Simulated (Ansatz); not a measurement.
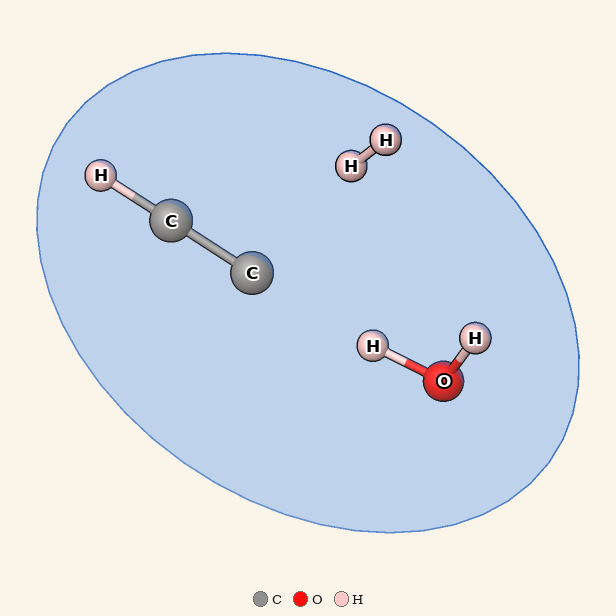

All proper rotation axes (lines) and mirror planes (discs) of the structure are drawn in. Distant atoms are faded towards the background colour. The species has charge −1 and is a spin singlet. The computed structure is the end point of a PBE0-D4/def2-TZVPD optimisation. No frequency run is at hand to confirm it as a minimum.

**Name the symmetry elements and the point group.**

It has 1 mirror plane. Point group Cs. The group has 2 operations. The geometry is achiral, and symmetry allows a dipole moment.
